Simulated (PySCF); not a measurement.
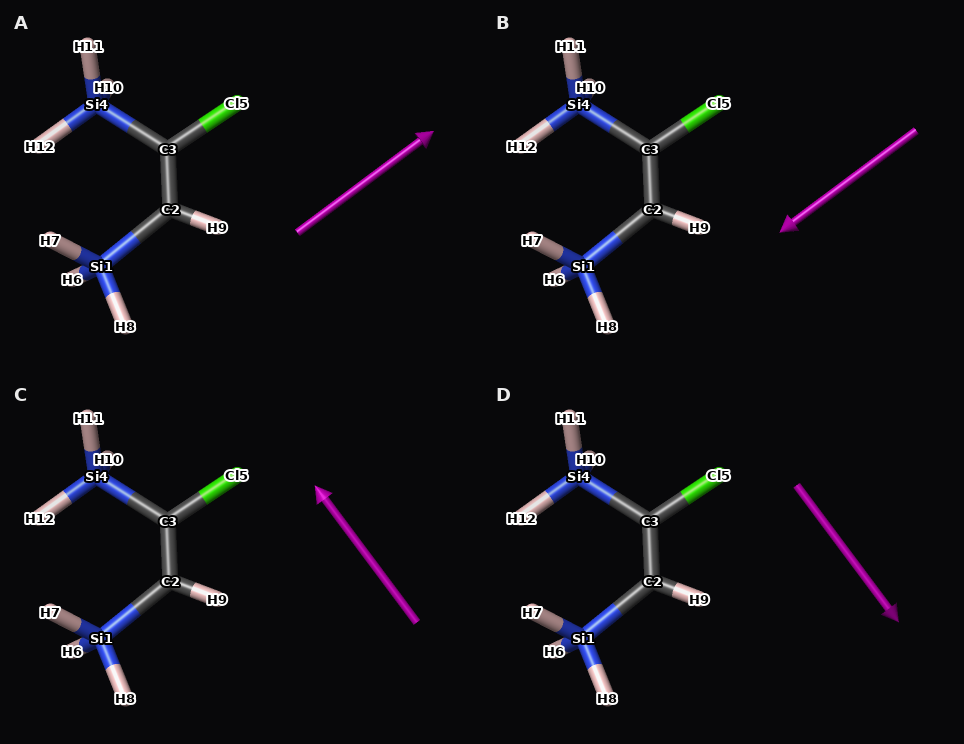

The same molecule four times, each with an arrow. Computed geometry: PBE0-D3(BJ)/def2-SVP optimisation. No frequency run is at hand to confirm it as a minimum. Properties computed with PBE0/pcSseg-2, gas phase (PySCF 2.14.0).

**Which arrow points along the dipole moment, from the negative to the positive end?**

B. The dipole moment is 0.99 D; it points from the side of Cl5 to the side of H6, H7 (the outermost atoms at the two ends).
